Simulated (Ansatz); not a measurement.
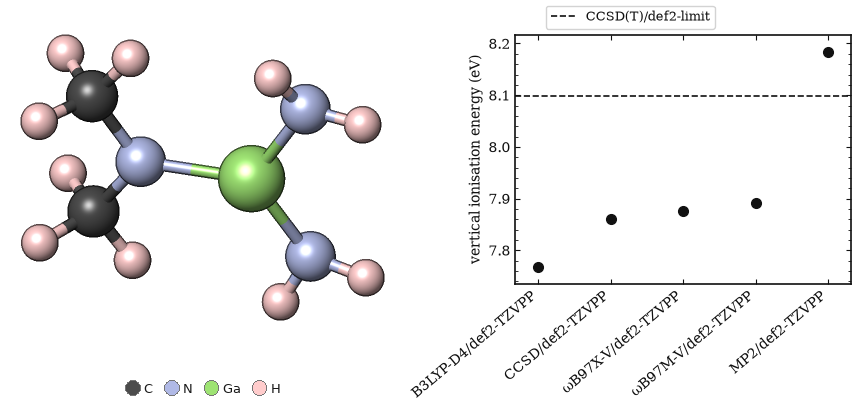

Vertical ionisation energy of C₂H₁₀GaN₃, SMILES C[N](C)[Ga]([NH2])[NH2], singlet, taken as the energy of the cation less that of the neutral at fixed geometry (unrestricted doublet cation, cores frozen in correlated methods, no spin-orbit coupling), the Ansatz code, at a PBE0-D4/def2-TZVP geometry (a minimum by its frequencies). Limit means an estimate of the basis limit from triple and quadruple zeta; for coupled cluster it is either extrapolated directly or built as the MP2 limit plus the step from MP2 in triple zeta. The distance of CCSD/def2-TZVPP and MP2/def2-TZVPP to the limit includes basis error.

Q: What range do the values span, the line included?

A: From 7.77 eV (B3LYP-D4/def2-TZVPP) to 8.18 eV (MP2/def2-TZVPP).

Q: Give the values.

A:
```tsv
level	eV	less CCSD(T)/def2-limit
B3LYP-D4/def2-TZVPP	7.77	−0.33
CCSD/def2-TZVPP	7.86	−0.24
ωB97X-V/def2-TZVPP	7.88	−0.22
ωB97M-V/def2-TZVPP	7.89	−0.21
MP2/def2-TZVPP	8.18	0.08
CCSD(T)/def2-limit	8.10	0.00
```

Limits of at least one run: no scalar relativity up to krypton; one conformer of a flexible molecule; outer-core shells are correlated without core-valence functions, which makes the correlated values less sure.
